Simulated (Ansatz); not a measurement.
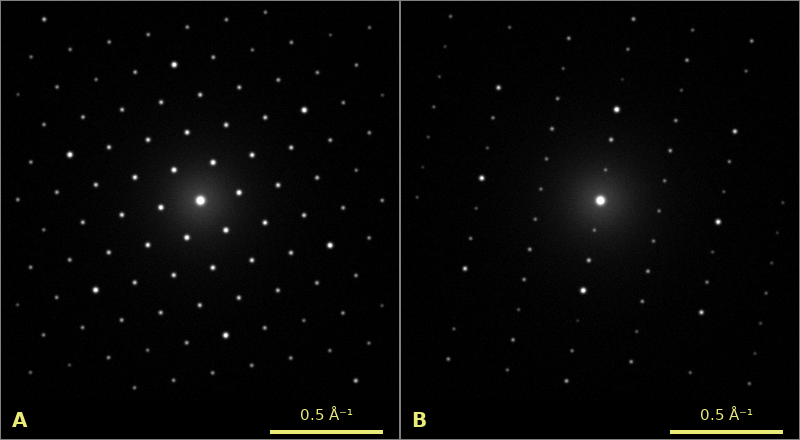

Kinematic electron diffraction patterns (200 kV, B = 0.5 Å², same scale, each along a low-index zone) of two structures of composition LiGe2P3, each relaxed at zero pressure with DFT PBE, scalar-relativistic, plane waves, PAW (Ansatz 0.2.0).

The structures (standard cells):
1. P-4m2 (No. 115), a = 3.697 Å, c = 7.247 Å, 6 atoms; generated start, possibly hypothetical
2. P6/mmm (No. 191), a = 6.454 Å, c = 3.461 Å (hexagonal axes), 6 atoms; generated start, possibly hypothetical

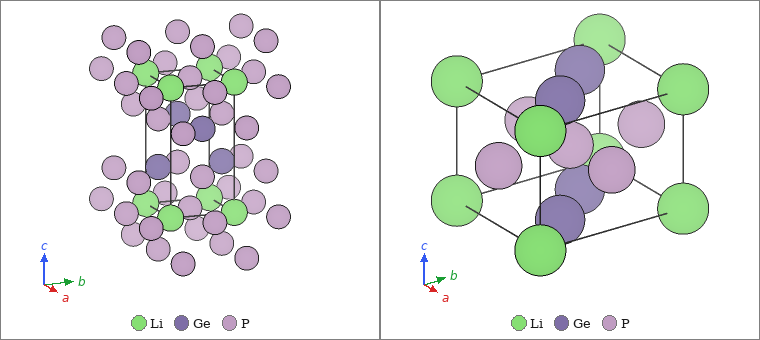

Drawings of the structures 1 to 2, from left to right (each may span several cells).

Question: Which pattern belongs to which structure, and along which zone?

Answer: A is structure 2 along [001]: hexagonal net of 1 -1 0 at d = 5.59 Å and 1 0 0 at d = 5.59 Å, 60.0° apart. B is structure 1 along [100] or an equivalent direction: rectangular net of 0 0 1 at d = 7.25 Å and 0 1 0 at d = 3.70 Å, 90.0° apart (some points of this net are extinct or too weak to see).

Question: Rank the structures by their computed energy.

Answer: Structure 1 (P-4m2, 16.51 Å³ an atom) is the lowest of these; structure 2 (P6/mmm, 20.80 Å³ an atom) lies about 200 meV an atom higher. These are static energies at 0 K; other structures, not shown, may lie lower still.
